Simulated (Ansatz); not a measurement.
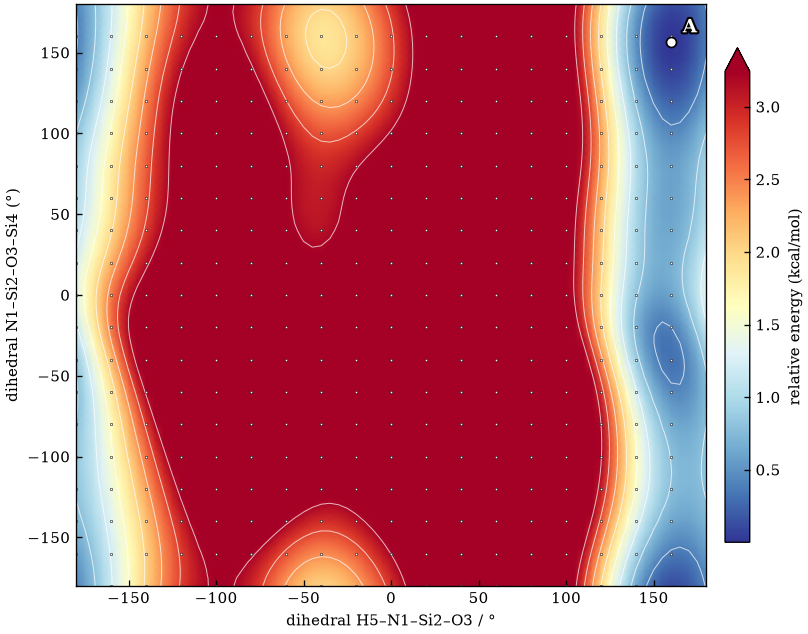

H6NOSi2, SMILES N[SiH]O[SiH3], spin multiplicity 2. 
- The first coordinate is: dihedral H5–N1–Si2–O3; the second: dihedral N1–Si2–O3–Si4.
- Nothing is relaxed (all other coordinates rigid).
- The grid has 18 × 18 points.
- Points are written as (first, second).
- Energies: kcal/mol, counted from the relaxed molecule at the same level.
- Level of theory: UKS PBE-D4/def2-SVP in Ansatz.

In the figure: a smooth colour map with a few white contour lines, dots at the grid points, one colour for all values above the top of the scale, the well A. Between grid points the surface is interpolated.

### Where is the minimum, and how stiff is the well along each coordinate? Take the well at A.

The interpolated minimum is at dihedral H5–N1–Si2–O3 ≈ 160°, dihedral N1–Si2–O3–Si4 ≈ 156°. The curvatures there are about 0.32 eV/rad² and 0.062 eV/rad², with a cross term of about −0.005 eV/rad². Round the minimum the two coordinates are nearly uncoupled. (1 eV is 23.1 kcal/mol.)
